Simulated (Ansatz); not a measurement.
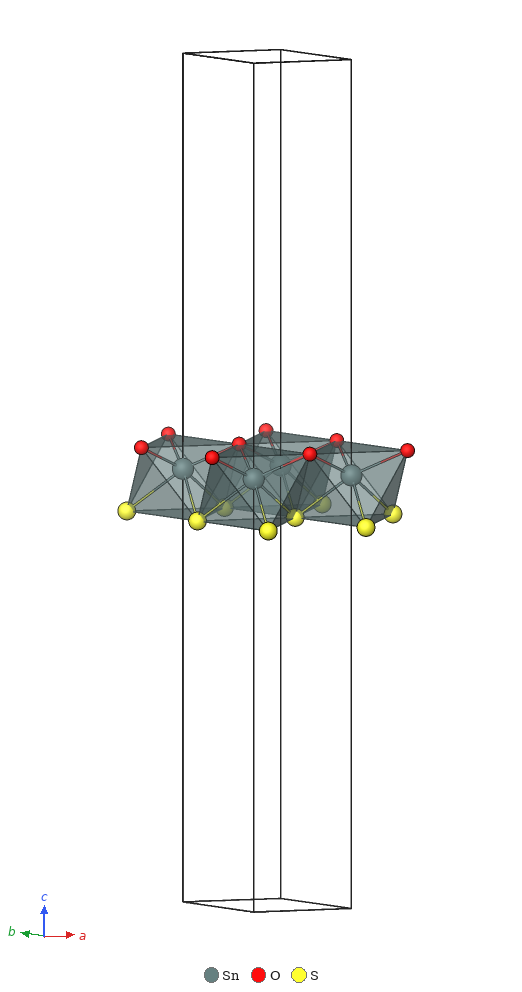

Figure: polyhedral view from the side at a slight tilt. The wireframe shows the simulation cell. Some atoms of the next cells are drawn as well.

SnSO, a = 3.43 Å, b = 3.43 Å, c = 29.11 Å, α = 90.00°, β = 90.00°, γ = 120.00°.

The numbers come from DFT, LDA, plane waves, PAW (Ansatz), using plane-wave cutoff 420 eV, a 12×12×1 mesh of k-points, no spin polarisation.

**Classify it as metallic or gapped, with the value.**

A semiconductor at this level, with a gap of 0.76 eV, direct.

Its origin is a structure type filled with these elements by a generator (whether the compound takes this form wasn't checked). Earlier steps of the study may have refined or changed the cell and positions. Ansatz was used for an electronic-structure calculation on it.
